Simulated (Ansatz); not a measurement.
BClFH$_{6}$NSi

Input file:

```
crystal:
  periodic: [false, false, false]
  atoms:
    - { symbol: B, position_ang: [0.068688, 0.431427, -0.042578] }
    - { symbol: Cl, position_ang: [-0.476743, 0.963787, 1.621215] }
    - { symbol: H, position_ang: [1.24493, 0.42612, -0.327088] }
    - { symbol: F, position_ang: [-0.869364, 0.260775, -0.961902] }
    - { symbol: "N", position_ang: [-0.09874, -2.09181, 1.006416] }
    - { symbol: H, position_ang: [-0.451515, -2.863884, 0.43562] }
    - { symbol: Si, position_ang: [1.213844, -2.447099, 2.138773] }
    - { symbol: H, position_ang: [1.582675, -3.898358, 1.997148] }
    - { symbol: H, position_ang: [2.436014, -1.617789, 1.85535] }
    - { symbol: H, position_ang: [0.777074, -2.17161, 3.55087] }
    - { symbol: H, position_ang: [-0.897864, -1.57176, 1.425276] }
basis:
  gaussian: { orbitals: def2-SVP }
hamiltonian:
  xc: pbe
  dispersion: d4
relax:
  f_tol: 0.03
  max_steps: 50
output:
  orbitals: {}
```

Run with:

```sh
ansatz run input.yaml --threads 4 --pin off --max-ram 5120MiB --backend cpu --events-out ev --progress --plain --runs-dir out
```

The fields are those of the run's last geometry, not of the input's.

Method: RKS PBE-D4/def2-SVP in Ansatz 0.2.0.

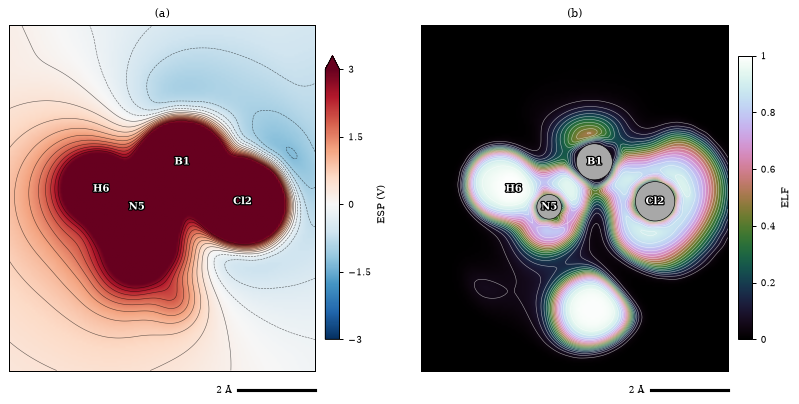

Figure 1. (a) electrostatic potential; (b) electron localisation function on the plane of atoms B1, N5 and H6. Grey discs cover the atomic cores in the ELF map.

Q: What do the fields say about this system?

A: The section cuts through B, Cl, N and H sites. B–N (1.65 Å): the ELF peaks at about 0.95 between the atoms: a shared but strongly polarised pair. B–Cl (1.88 Å): the ELF peaks at about 0.90 between the atoms; a shared but strongly polarised pair. N–H (1.03 Å): the ELF climbs to about 1 towards the hydrogen, as it does in any bond to H; a covalent bond by its length. The ELF also peaks beside Cl2, away from the bonds: lone-pair regions. Outside the dense part of the molecule the potential is most negative (−1.3 V) near Cl2.

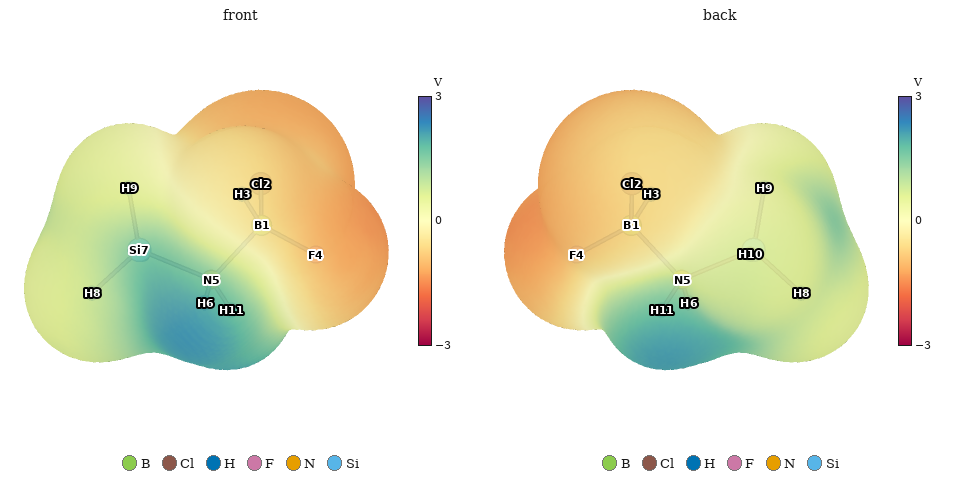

Figure 2. The electrostatic potential painted on the density surface at 0.001 e/bohr³, seen from the front and from behind; red is negative and blue positive.

Q: Where is the surface potential most negative and most positive?

A: The most negative region (about −1.4 V) lies over F4, the most positive (about +2.2 V) over H6.

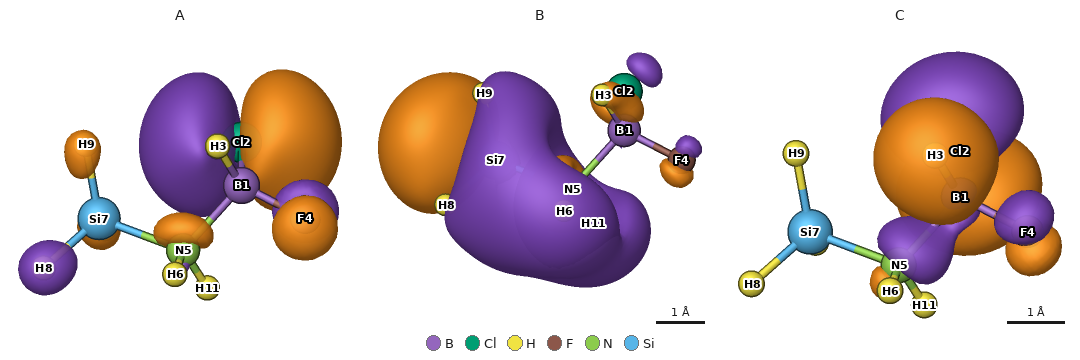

Figure 3. Three frontier orbitals at ±0.08 Å⁻³ᐟ² (orange and purple are the two phases), in no order.

Q: Order the three orbitals by energy and name them.

A: A is the HOMO−1 (−6.66 eV). It lies mainly on Cl2 (about 80 %) and F4 (about 5 %); largely a lone pair of Cl2. C is the HOMO (−6.26 eV). By Hirshfeld shares it lies mainly on Cl2 (about 65 %), H3 (about 15 %) and B1 (about 10 %); largely a lone pair of Cl2. B is the LUMO (−1.13 eV). Its weight (Hirshfeld) is mainly on Si7 (about 45 %), N5 (about 15 %), H6 (about 10 %) and H11 (about 10 %).

Q: What is the HOMO–LUMO gap?

A: 5.13 eV between the orbital energies.

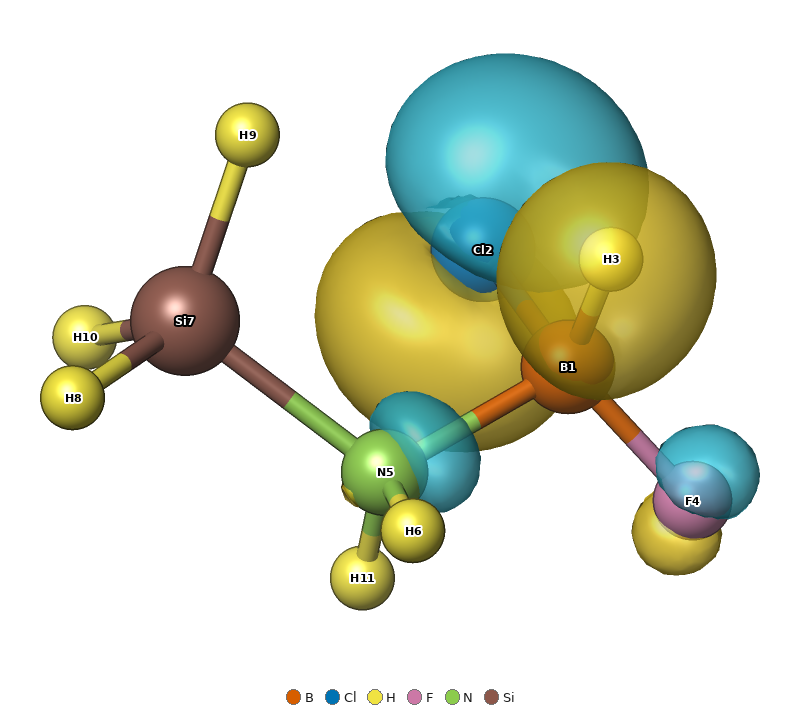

Figure 4. The HOMO at ±0.15 Å⁻³ᐟ² (yellow and cyan are the two phases), seen at a tilt.

Q: What is the character of this orbital?

A: Its weight (Hirshfeld) is mainly on Cl2 (about 65 %), H3 (about 15 %) and B1 (about 10 %); largely a lone pair of Cl2. Its energy is −6.26 eV.
